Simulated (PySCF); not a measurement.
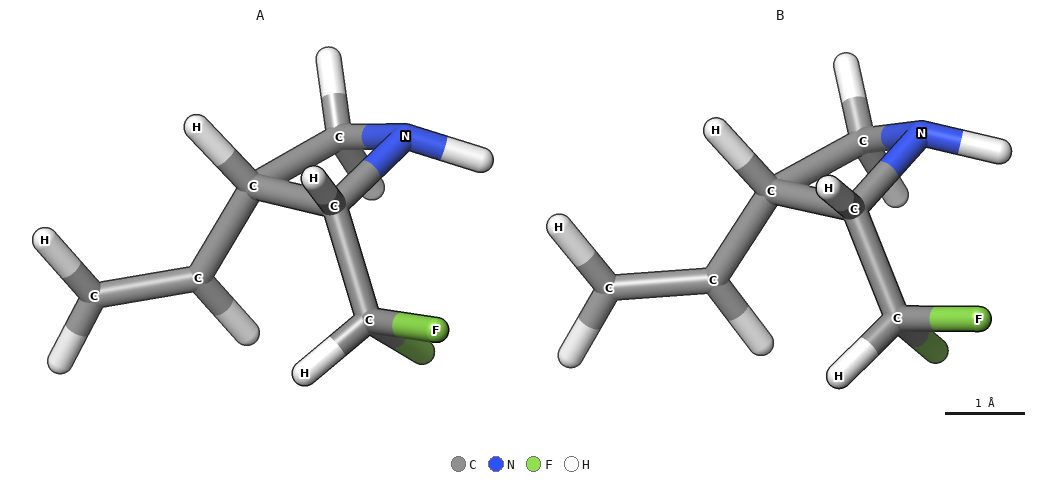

Two geometries of C6H9F2N, drawn at one scale. One is the start of a relaxation, the other its converged end. The picture is a stick view, seen at a tilt.

Method: PBE0-D3(BJ)/def2-SVP geometry optimisation, gas phase in PySCF 2.14.0, density-fitted response routines. 

> Which geometry has the lower energy?

Structure B is the relaxed one. The start comes from GFN2-xTB. Its atoms were then displaced at random by about 0.01 Å. The atom that moves furthest after the best rigid fit is an F atom (0.36 Å). Largest moves by element: F 0.36 Å, H 0.26 Å, C 0.15 Å, N 0.09 Å. Among the contacts that change: C–H 1.045 → 1.093 Å, C–N 1.497 → 1.464 Å, C–C 1.516 → 1.548 Å, C–H 1.072 → 1.103 Å. Among the angles between lasting bonds that change: C–C–H 114.8° → 111.8°, C–C–C 116.8° → 119.8°, C–C–H 119.2° → 116.3°. Over 8 geometry steps the energy falls by 4.68 kcal/mol.
